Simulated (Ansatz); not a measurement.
C4H2F3N (SMILES N#C/C=C/C(F)(F)F)

```yaml
atoms:
  - { symbol: C, position_ang: [-0.3034, -0.4901, -3.5489] }
  - { symbol: C, position_ang: [-0.4102, -0.0751, -2.1888] }
  - { symbol: C, position_ang: [-1.2686, -0.6301, -1.3279] }
  - { symbol: C, position_ang: [-1.3694, -0.1841, 0.0977] }
  - { symbol: F, position_ang: [-1.1101, -1.1997, 0.9230] }
  - { symbol: F, position_ang: [-2.6036, 0.2458, 0.3652] }
  - { symbol: F, position_ang: [-0.5204, 0.8025, 0.3812] }
  - { symbol: N, position_ang: [-0.2039, -0.8152, -4.6570] }
  - { symbol: H, position_ang: [0.2525, 0.7344, -1.8665] }
  - { symbol: H, position_ang: [-1.9446, -1.4396, -1.6147] }
```

Geometry: PBE0-D3(BJ)/def2-SVP.

Computed with Ansatz 0.2.0, isolated molecule in a Gaussian basis; Kohn-Sham density functional theory, functional PBE0.

**What will maps of the electron density and electron localisation function show?**

C–N (1.16 Å): the density is about 3.5 e/Å³ at the midpoint; the ELF peaks at about 0.85 between the atoms; a short, multiple covalent bond.
C–F (1.33 Å): the density is about 2.4 e/Å³ at the midpoint; the ELF peaks at about 0.85 between the atoms: a polar covalent bond.
C–C (1.34 Å): ρ is about 2.3 e/Å³ halfway; the ELF peaks at about 0.90 between the atoms (a multiple bond).
C–H (1.09 Å): ρ is about 2 e/Å³ halfway; the ELF climbs to about 1 towards the hydrogen, as it does in any bond to H (an ordinary covalent bond to hydrogen).

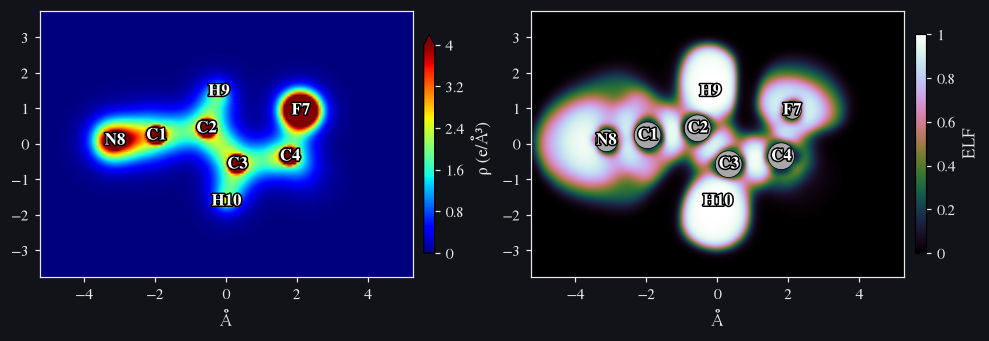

Computed electron density and electron localisation function on the plane of atoms C3, C2 and H9, in this order. Grey discs cover the atomic cores in the ELF map. 
